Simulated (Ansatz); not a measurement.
# Is the response still linear at 0.25 V/Å? 1T-HfS2 5 layers, AA

The dipole of a slab grows in proportion to a weak field along its normal. Does the weak-field slope carry to a strong field?

How it was computed: Ansatz 0.2.0, plane waves with PAW datasets (its set soft_2), PBE-D3(BJ); atoms held at their relaxed places, 18 Å of vacuum, dipole correction, cell area 11.28 Å², 18×18 k-points, smearing 0.05 eV. Without field the slab has a gap of 1.01 eV.

```
  run  field (V/Å)  dipole (e·Å)
run 1        −0.03      −0.04450
run 2         0.00       0.00000
run 3         0.03       0.04450
run 4         0.25             ?
```

**Question.** What value belongs in the row marked “?”, and how far can the other rows tell?

A least-squares line through the 3 rows shown has slope 1.483333 and intercept 0.000000; no row lies more than 0.00001 e·Å off it. A perfect conductor with that slope would be 180.95 × 1.48333 / 11.28 = 23.80 Å thick. At 0.25 it gives 1.483333 × 0.25 + 0.000000 = 0.37083 e·Å, beyond the rows fitted. Rounding and scatter of the rows alone allow about ±0.00004 e·Å there.

The run itself gives 0.37802 e·Å: a miss of +0.00719 e·Å. That is 1.9 % of the induced dipole, a small departure from the straight line; meanwhile the gap has gone from 1.01 eV to 0.29 eV.

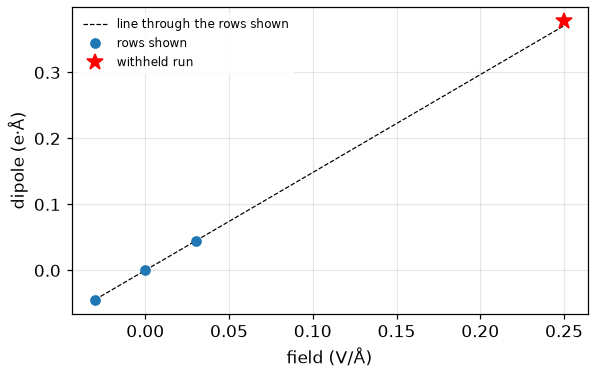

The fit and the withheld run.

**Limits.** Ions are held, so this is the electronic response. Of the series that stay linear within 1 %, this collection keeps about one in seven, and it keeps all that bend. Spin-orbit coupling is left out, which changes the bands of elements this heavy.

[Logs are printed without paths, hosts, clocks, repeated set-up lines and the standing remarks that a program may print on its own settings, such as how far it seeks lower states.]
